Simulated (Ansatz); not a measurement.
# How fast states decay through LiNbBr6, part 3 of 3

Aim: relax a made-up compound, LiNbBr6, and see how good a tunnel barrier it would be. It is built by putting Br for F, Nb for Ta in the LiTaF6 structure of space group R-3, with the volume rescaled by atomic radii. The parent structure comes from the Materials Project.

Ansatz 0.2.0; PBE DFT, plane waves, PAW files (the session's first sound run).

So far. Step 3 (Band edges): The searched edges give 1.44 eV, as on the mesh. Step 4 (Decaying states in the gap, plane (001), k-mesh 6×6×6): At the listed wavevectors the last open channel is at -0.01 eV and the next at +1.52 eV on the grid. At +0.71 eV, the grid energy nearest the filling level (the middle of the gap on the SCF mesh), the slowest state at the listed wavevectors decays with κ = 0.194 Å⁻¹, its amplitude falling by e over 5.2 Å.

The structure was built from a prototype and need not be the compound's stable phase.

### Step 5. Decaying states in the gap, plane (101), k-mesh 4×4×4 (continued)

Level of this step: PBE DFT, plane waves, PAW files; complex bands by layer matching along the plane's normal (Ansatz).

K parallel (0, -0.5); values up to 1.5 1/Å, a degenerate pair printed once or twice; energies at which all values exceed this have no row. Im kz of the slowest decaying states against energy, zero at the highest filled level on the SCF mesh:

```csv
energy (eV),decay 1 (Å⁻¹),decay 2 (Å⁻¹),decay 3 (Å⁻¹),decay 4 (Å⁻¹)
-1.00,0.249,0.275,0.280,0.378
-0.73,0.131,0.272,0.309,0.322
-0.37,0.0561,0.0899,0.111,0.145
-0.10,0.149,0.187,0.209,0.267
-0.01,0.174,0.259,0.279,0.281
0.26,0.221,0.309,0.341,0.378
0.53,0.243,0.322,0.380,0.411
0.89,0.243,0.317,0.391,0.411
1.16,0.207,0.294,0.315,0.432
1.52,0.0604,0.206,0.354,0.486
1.79,0.0463,0.275,0.507,0.567
2.15,0.186,0.253,0.412,0.491
2.42,0.318,0.373,0.454,0.487
```

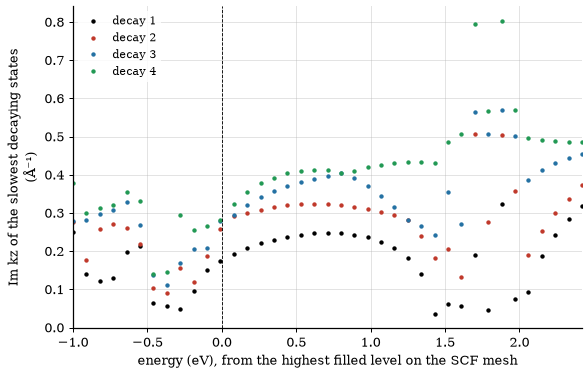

Im kz of the slowest decaying states, plotted against energy.

At the listed wavevectors the last open channel is at -0.01 eV and the next at +1.52 eV on the grid. At +0.71 eV, the grid energy nearest the filling level (the middle of the gap on the SCF mesh), the slowest state at the listed wavevectors decays with κ = 0.248 Å⁻¹, its amplitude falling by e over 4.0 Å; the first such run, plane (001), gave 0.194 Å⁻¹.

### Step 6. A check of the settings

This step: PBE DFT, plane waves, PAW files; complex bands by layer matching along the plane's normal; changed: basis.ecutrho_ratio = 6, hamiltonian.dispersion = "d4", kpoints.mp_grid.grid = [3, 3, 3] (Ansatz 0.2.0).

This run repeats an earlier one, its twin (the complex run, plane (001)), with three settings changed (kpoints.mp_grid.grid, hamiltonian.dispersion, basis.ecutrho_ratio; files written aside). It is meant to test whether the SCF mesh is converged, that a pairwise dispersion term, which adds to the energy and not to the potential, leaves the transmission of fixed atoms as it is and whether the cutoff of the density is converged. Where the input is shown as a difference, that is against the step before, not the twin.

File input.yaml:

```yaml
crystal:
  lattice:
    - [6.813744983, 0.0, 0.0]
    - [3.406872492, 5.90087625, 0.0]
    - [3.406872492, -1.96695875, 6.063191893]
  atoms:
    - { symbol: Li, position: [0.0, 0.5, 0.5] }
    - { symbol: Nb, position: [0.0, 0.0, 0.0] }
    - { symbol: Br, position: [0.8510441078, 0.7690606673, 0.2404160279] }
    - { symbol: Br, position: [0.139479197, 0.0914601357, 0.2404160279] }
    - { symbol: Br, position: [0.5286446394, 0.3798952249, 0.2404160279] }
    - { symbol: Br, position: [0.1489558922, 0.2309393327, 0.7595839721] }
    - { symbol: Br, position: [0.860520803, 0.9085398643, 0.7595839721] }
    - { symbol: Br, position: [0.4713553606, 0.6201047751, 0.7595839721] }
kpoints:
  mp_grid: { grid: [3, 3, 3] }
scf:
  occupations: { method: fixed }
hamiltonian:
  xc: pbe
  dispersion: d4
output:
  eigenvalues: true
  transmission:
    leads: [[0, 0]]
    kpoints: [[0.0, 0.0], [-0.5, -0.5]]
    e_range: [-1.0, 2.44]
    de: 0.09
basis:
  ecutrho_ratio: 6
```

Launch:

```sh
> ansatz run input.yaml --threads 2 --pin off --max-ram 4096MiB --backend cpu --events-out ev --progress --plain --runs-dir out
```

Numbers of over 12 decimals in the logs are rounded to 6 here.

The program printed:

```text
[...]
Crystal: 8 atoms, lattice volume = 243.783 Å³
Basis set: ecut = 420 eV, 4773 PW (Γ)
Bands: 37, of which v1, the nominal top of the filled ones, is band 29 counted from 1 (28 counted from 0)
Symmetry: 6 space group operations
[...]
k-points: 6 of 27
[...]
SCF iter   1: F=—  HF=-21465.737494 eV  |F-HF|=—  |Δ(HF+E_count)|=         —  Δρ=9.30e-4  dr2=1.39e-3  ethr=1.77e-3  ⟨swp⟩=5.8  Hψ=912  notcnv=0  defer=33
[...]
SCF iter   7: F=-21465.738504 eV  HF=-21465.738504 eV  |F-HF|=3.33e-9  |Δ(HF+E_count)|=   7.77e-8  Δρ=1.50e-6  dr2=1.12e-8  ethr=1.72e-10  ⟨swp⟩=13.5  Hψ=1194  notcnv=0
SCF 1 converged in 7 iterations: F = -21465.738504 eV  dr2 = 1.12e-8
[...]
transmission: 13 of 26 steps passed
transmission: 26 of 26 steps passed
SCF converged after 7 iterations
Free energy (F): -21465.738504 eV
[...]
Internal energy: -21465.738504 eV  (E = F + TS)
E sigma→0 (E₀):  -21465.738504 eV
Fermi energy:    2.108747 eV
[...]
--- Band table (eV; the first three rows and the last of 6) ---
  k-point 0: bands = [... 25 lower, 1.8649, 1.9585, 1.9585, 2.1087, 3.6057, 3.7881, 3.7881, 6.3641, ... 4 higher]
  k-point 1: bands = [... 25 lower, 1.8364, 1.8364, 1.9312, 1.9312, 3.7882, 3.8728, 3.8728, 6.1270, ... 4 higher]
  k-point 2: bands = [... 25 lower, 1.7304, 1.8610, 1.9347, 1.9533, 3.6152, 3.7463, 3.9860, 6.0700, ... 4 higher]
  k-point 5: bands = [... 25 lower, 1.7351, 1.7990, 1.8788, 1.9563, 3.6896, 3.8511, 3.9901, 6.0538, ... 4 higher]
--- Transmission ---
  basis      : 361 plane waves across, 13 finite elements along
  points     : 2, as listed
[...]
crystal 0  : Br6Nb1Li1, at the sites [0, 0], period 6.0632 Å: whole cells are its period
[...]
channels       : 0.000000e0 a spin
[...]
slowest decay  : 0.1935 /Å at (0.0000, 0.0000)
```

Elapsed: 88 s, on 2 threads of Arm Neoverse V2, shared host; peak memory 1.4 GiB.

This number moved little. The least decay constant is 0.194 Å⁻¹ against 0.194 Å⁻¹ in the twin: no change within 1 %.

The two runs compared:

```csv
quantity,this run,sound run,difference
Fermi energy (eV),2.1087,2.1066,0.00210
gap on the k-mesh (eV),1.4970,1.4366,0.0604
level to which the leads are filled (eV from the Fermi level),0.74849,0.71828,0.0302
"decay constant at the filling level, zone centre (Å⁻¹)",0.1935,0.19383,-3.3e-4
"decay constant at the filling level, slowest listed point (Å⁻¹)",0.1935,0.1938,-3.0e-4
```

One result that differs is the level to which the leads are filled, 0.748 eV from the Fermi level against 0.718 eV from the Fermi level.

### Step 7. Summary of results

| Quantity | Value |
| --- | --- |
| band gap | 1.44 eV |
| least decay constant at mid-gap, normal to (001) | 0.194 Å⁻¹ |
| least decay constant at mid-gap, normal to (101) | 0.248 Å⁻¹ |

**Reading.** With PBE, the slowest decay at the wavevectors tried is κ = 0.194 Å⁻¹, normal to (001). Through such a film the transmission near mid-gap falls as exp(−2κd), a factor of ten every 5.9 Å. The decay depends on direction: 1.3 times faster normal to (101). A free electron under a barrier of half the gap would need a mass of 0.20 mₑ to decay at this rate. The compound is made up by substitution; its stability against other phases and against distortions of the cell's symmetry was not tested. A semilocal functional narrows gaps, so real decay constants are likely larger.

[Logs are printed without paths, hosts, clocks, repeated set-up lines and the standing remarks that a program may print on its own settings, such as how far it seeks lower states.]

[Hosts, paths, dates, database ids (printed as entryN), source tags and the programs' standing remarks are cut or masked in the printed files.]

[New means built here by substitution; the compound itself may be known and measured.]
